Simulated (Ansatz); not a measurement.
```
CELL_PARAMETERS angstrom
8.60432 0.00000 0.00000
0.00000 11.07992 0.00000
0.00000 0.00000 3.85132
ATOMIC_POSITIONS crystal
Hg 0.00000 0.00000 0.00000
Hg 0.50000 0.50000 0.00000
Br 0.00000 0.33030 0.00000
Br 0.50000 0.83030 0.00000
Br 0.00000 0.66970 0.00000
Br 0.50000 0.16970 0.00000
La 0.29891 0.00000 0.50000
La 0.79891 0.50000 0.50000
La 0.20109 0.50000 0.50000
La 0.70109 0.00000 0.50000
```

Space group Cmmm; built by placing these elements on a known structure type.

These are results of DFT, PAW plane waves, r2SCAN in Ansatz 0.2.0, not measurements.

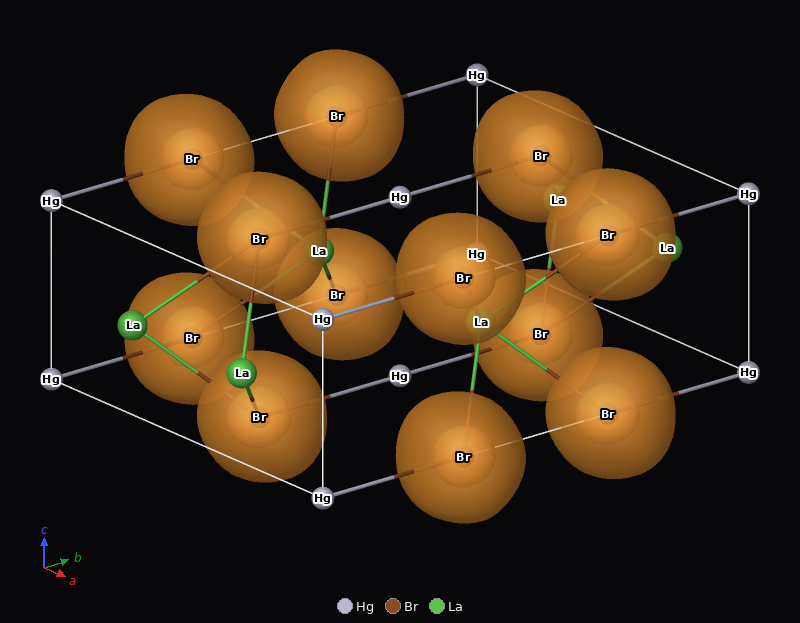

La$_{2}$HgBr$_{2}$. Isosurface of the electron localisation function at 0.7 (orange), seen at an oblique angle. Only the valence region is drawn (cores and ρ < 0.01 e/Å³ removed). Sticks mark near contacts.

In a PAW calculation such maps are meaningful between the atoms, not at the nuclei.

**Identify the bonds, lone pairs and shells in this picture.**

At this value the surface marks out four regions wrapped around Br (the valence shell of each), counted in one cell of 10 atoms. Any copies at cell faces, edges or corners count once. Profiles from the grid: La–Br (3.20 Å): the ELF is about 0.10 at the midpoint (an ionic contact with no shared pair). Hg–Br (3.66 Å): the ELF is about 0.05 at the midpoint (no localised pair shows between them).
